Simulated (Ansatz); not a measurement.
**Effect of Mo → Ru on MoS2**

Base system: MoS$_{2}$ in the 3R-MoS2 type structure (space group R3m, No. 160; a = 3.1752 Å, c = 18.5848 Å (hexagonal axes); layered, stacked along the Cartesian z axis).

Modification: full substitution Mo → Ru, then cell and atoms are relaxed.

The values are results of r2SCAN+rVV10 (Ansatz, a program for electronic structure, PAW, without spin-orbit coupling), not measurements. Γ-centred 16×16×16 mesh, Fermi–Dirac width 0.05 eV, for the changed cell.

The volume per atom shrinks by 0.57 Å³, from 18.03 Å³ to 17.46 Å³ and the density grows by 0.324 g/cm³, from 4.91 g/cm³ to 5.24 g/cm³. The lattice parameter a rises by 0.124 Å (3.175 Å → 3.299 Å) and the c/a ratio decreases by 0.801 to 5.052. The shortest interatomic distance shrinks by 0.0347 Å (2.403 Å → 2.369 Å) and the band gap becomes zero (base: 1.02 eV).

Final structure:

```
RuS2
1.0
    1.64957     0.95238     5.55584
   -1.64957     0.95238     5.55584
    0.00000    -1.90476     5.55584
Ru S
1 2
Direct
  0.00006   0.00006   0.00006
  0.75119   0.75119   0.75119
  0.58205   0.58205   0.58205
```

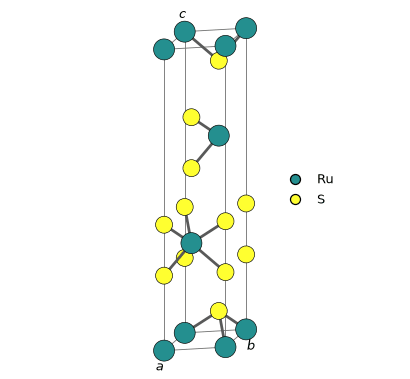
Fig. 1. The relaxed conventional cell after the change

Whether these cells are dynamically stable was not tested. As relaxed here, RuS2 is a hypothetical phase, not in the database extracts checked. The final runs are not spin-polarised. RuS2 has a high density of states at the Fermi level and may be magnetic at this level.
